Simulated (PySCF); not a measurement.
## Two runs on Si2NH7

System: Si2NH7.
Method of run A: RKS B3LYP-D4/6-31G, density fitting (PySCF 2.14.0).

The geometry comes from this level: PBE0-D4/def2-TZVP. Text and figures count atoms from 1; the logs count them from 0 in places.

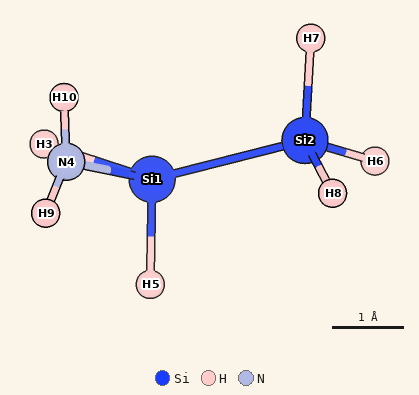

Figure 1. The structure (ball-and-stick view, seen at a tilt; atoms are numbered from 1 in the order of the input).

**Input file, run A**
```python
import json, numpy as np
from pyscf import gto, scf, dft, mp, cc
EV, BOHR = 27.211386245988, 0.529177210903
mol = gto.M(atom="""
Si -0.984631 -0.228713 0.127265
Si 1.092803 -1.083531 0.821491
H -1.762477 0.289708 -1.194298
N -0.714775 1.172772 -1.119029
H -1.481176 0.584255 1.281304
H 0.910634 -2.111352 1.884356
H 1.790452 -1.729119 -0.326291
H 1.990157 -0.011112 1.345142
H -0.670915 2.156308 -0.877028
H -0.169971 0.960986 -1.942911
""", basis="6-31g", charge=0, spin=0, max_memory=8670, verbose=0)
def mean_field(mol, dm=None):
    mf = dft.RKS(mol, xc="b3lypg").density_fit()
    mf.conv_tol = 1e-9; mf.grids.level = 4
    mf.kernel(dm0=dm)
    if not mf.converged: mf = mf.newton().run(mf.mo_coeff, mf.mo_occ)
    assert mf.converged
    return mf
def d4(mol):
    from pyscf.dispersion.dftd4 import DFTD4Dispersion
    real = gto.M(atom=[(mol.atom_pure_symbol(i), mol.atom_coord(i)) for i in range(10)], unit='B', charge=mol.charge, spin=None, basis='def2-svp', verbose=0)
    r = DFTD4Dispersion(real, xc="b3lyp", atm=True).get_dispersion(grad=True); return r["energy"], r["gradient"]
def energy_and_gradient(mol, dm=None):
    mf = mean_field(mol, dm); e, g = d4(mol)
    return mf, (mf.e_tot + e) * EV, (mf.nuc_grad_method().kernel()[:10] + g) * EV / BOHR
out = {}
mf = mean_field(mol); e = d4(mol)[0]
out.update(energy=(mf.e_tot + e) * EV, converged=True, dispersion=e * EV)
out['s2'] = mf.spin_square()[0]; out['nelec'] = mol.nelec
print(f"Total energy {out['energy']:.6f} eV, <S^2> {out['s2']:.4f}")
json.dump(out, open("out.json", "w"), default=float)
```

Command:
```bash
OMP_NUM_THREADS=4 python run.py
```

Hardware: 4 threads of Arm Neoverse V1, 23 GiB of memory available, shared host.

**Output (run A)**
```
Total energy -17355.304155 eV, <S^2> 0.0000
```

For run B the input was changed thus:
```diff
-Si -0.984631 -0.228713 0.127265
-Si 1.092803 -1.083531 0.821491
-H -1.762477 0.289708 -1.194298
-N -0.714775 1.172772 -1.119029
-H -1.481176 0.584255 1.281304
-H 0.910634 -2.111352 1.884356
-H 1.790452 -1.729119 -0.326291
-H 1.990157 -0.011112 1.345142
-H -0.670915 2.156308 -0.877028
-H -0.169971 0.960986 -1.942911
+Si -0.873638 0.164660 -0.134208
+Si 0.852569 -1.137719 0.789918
+H -1.689838 -0.705391 -1.025278
+N -0.365112 1.532454 -1.058209
+H -1.727266 0.666649 0.977430
+H 0.317495 -2.288973 1.570523
+H 1.734536 -1.676634 -0.284570
+H 1.699421 -0.313855 1.698918
+H 0.044233 2.319783 -0.580191
+H 0.093962 1.382562 -1.943048
```

How does run B compare with run A?

With the same method and basis, run B lies 57.9 kcal/mol lower.

**Output (run B)**
```
Total energy -17357.814856 eV, <S^2> 0.0000
```

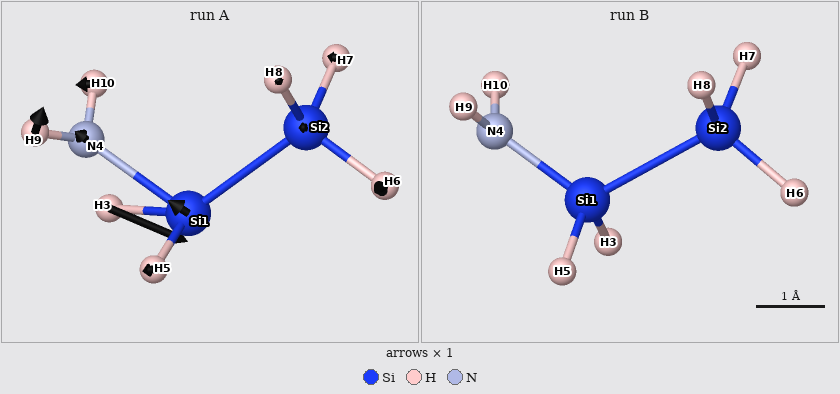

Figure 2. The two input geometries at one scale (ball-and-stick view, seen at a tilt). The black arrows on the first give the shifts of the atoms after the best rigid fit, at true length. H3 moves most after the best rigid fit: 1.28 Å. By element the largest moves are H 1.28 Å, Si 0.38 Å, N 0.25 Å. Among the contacts that change: Si1–N4 1.895 → 1.727 Å, Si1–H3 1.619 → 1.489 Å, Si1–H5 1.496 → 1.489 Å.

**The two runs side by side**

| quantity | run A | run B |
| --- | --- | --- |
| outcome | converged | converged |
| total energy (hartree) | −637.795664 | −637.887930 |
| basis functions | 49 | 49 |
| wall time (shared host) | 3 s | 2.9 s |
